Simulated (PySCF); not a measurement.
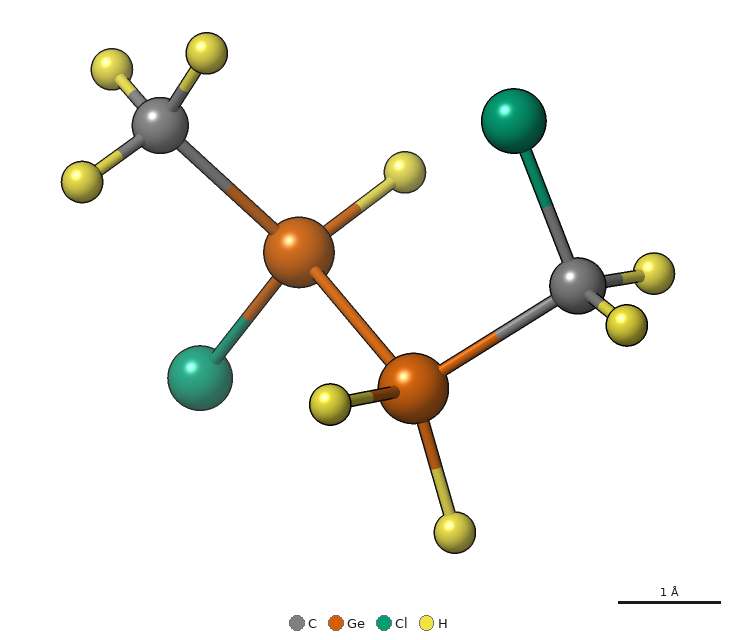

Computed geometry: GFN2-xTB optimisation. No frequency run is at hand to confirm it as a minimum.

Give the formula.

Answer. C2H8Cl2Ge2, 14 atoms: 2 carbon, 8 hydrogen, 2 chlorine and 2 germanium.

Give a SMILES string for it.

Answer. [CH3][Ge@H]([Cl])[GeH2][CH2]Cl

Name some functional groups or characteristic bonds that it holds.

Answer. Among them: C–Cl bond.

The parts below concern this one geometry. Atoms keep their numbers from picture to picture.

Shape

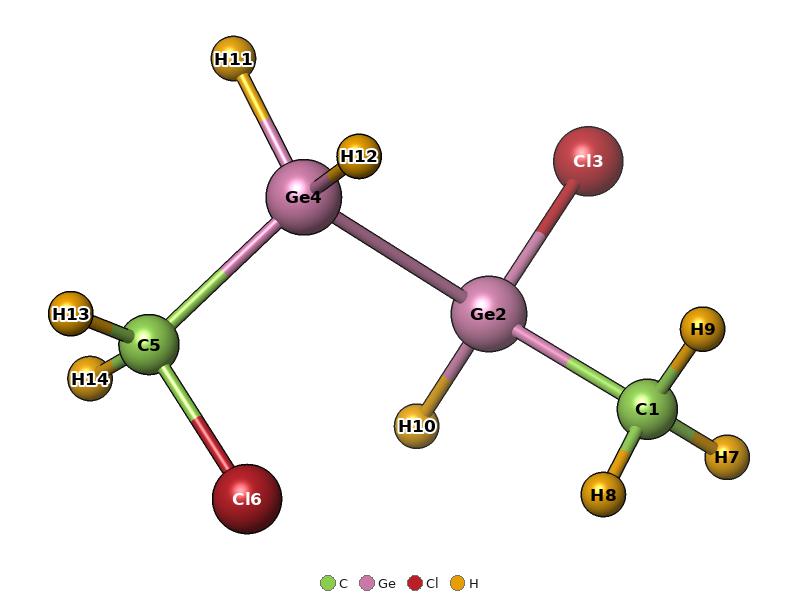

Atoms carry their numbers in the input. No frequency run is at hand to confirm it as a minimum.

Estimate the angles C1–Ge2–Cl3, C1–Ge2–H10, Ge2–C1–H8, Ge2–Ge4–C5, Ge2–Ge4–H11, Ge2–Ge4–H12, Cl3–Ge2–H10, Ge4–Ge2–H10, Ge4–C5–Cl6, Ge4–C5–H14, C5–Ge4–H12, Cl6–C5–H14.

| angle | degrees |
| --- | --- |
| C1–Ge2–Cl3 | 107.2 |
| C1–Ge2–H10 | 109.6 |
| Ge2–C1–H8 | 110.6 |
| Ge2–Ge4–C5 | 107.1 |
| Ge2–Ge4–H11 | 118.0 |
| Ge2–Ge4–H12 | 112.9 |
| Cl3–Ge2–H10 | 105.0 |
| Ge4–Ge2–H10 | 109.5 |
| Ge4–C5–Cl6 | 103.6 |
| Ge4–C5–H14 | 114.3 |
| C5–Ge4–H12 | 104.8 |
| Cl6–C5–H14 | 107.3 |

Dipole moment

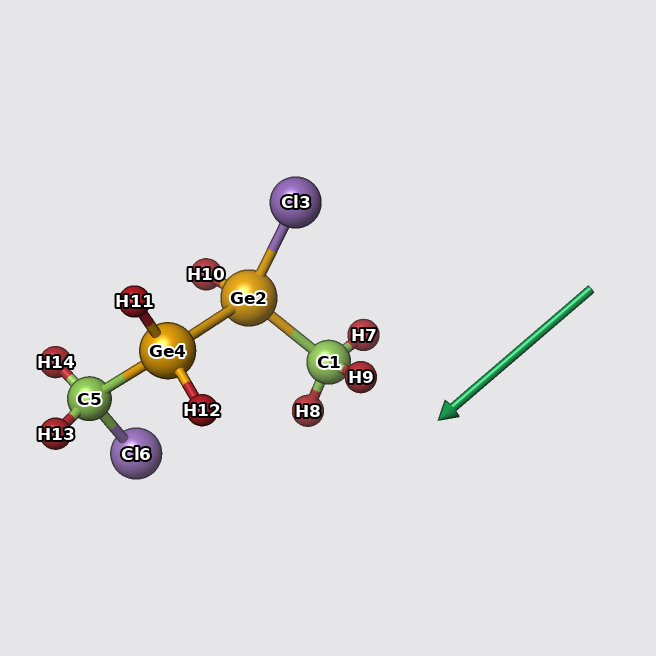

The arrow beside the molecule shows the direction of the dipole moment, from the negative to the positive end (its length means nothing). No frequency run is at hand to confirm it as a minimum. Properties computed with ωB97X-D/def2-SVPD, gas phase (PySCF 2.14.0).

How large is the dipole moment?

Answer. 1.64 D; it points from the side of Cl3 to the side of H13 (the outermost atoms at the two ends).

Polarisability

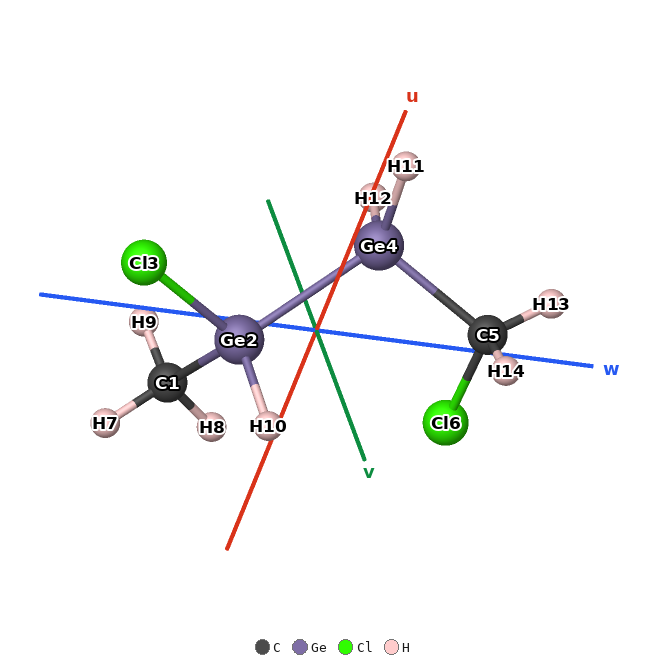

The lines u, v and w are the principal axes of the static dipole polarisability. No frequency run is at hand to confirm it as a minimum. Computed with ωB97X-D/def2-SVPD (PySCF 2.14.0).

Along which axis is the molecule most polarisable, and along which least?

Answer. Most along w, least along v.

Give the three principal values.

Answer. u 117.4, v 95.2, w 128.5 bohr³; mean 113.7, anisotropy 29.4 bohr³.

Excitation

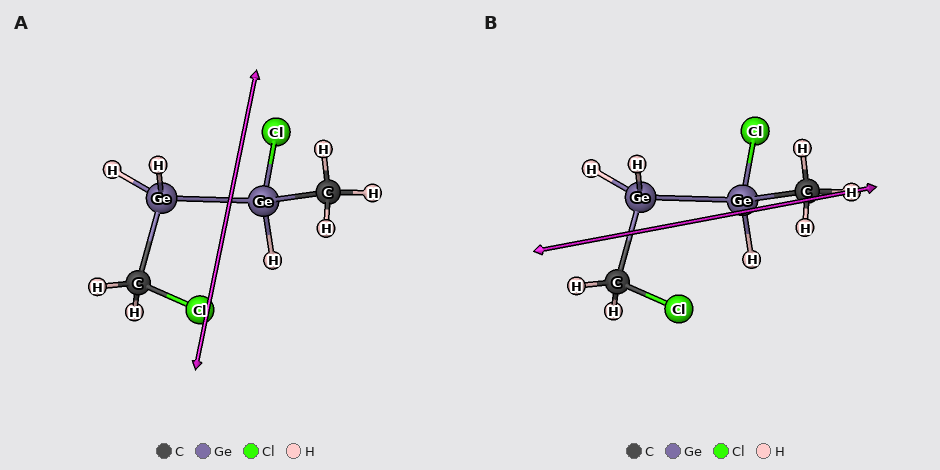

The double arrows show the directions of two transition dipoles from the ground state (lengths mean nothing). No frequency run is at hand to confirm it as a minimum. Method: TDDFT ωB97X-D/def2-SVPD, vertical, gas phase, core orbitals frozen in the response (PySCF 2.14.0).

One belongs to singlet state 2 and one to singlet state 3. Which is which?

Answer. A: state 2, 6.83 eV (181 nm), oscillator strength 0.018, of mixed character, with the largest part HOMO−1 → LUMO (weight 0.35).
B: state 3, 7.14 eV (174 nm), oscillator strength 0.023, of mixed character, with the largest part HOMO−2 → LUMO (weight 0.30).

The geometry is semi-empirical. Around Ge such bond lengths and angles can be off by a tenth of an ångström or more and by several degrees, and values that hang on the shape move with them.
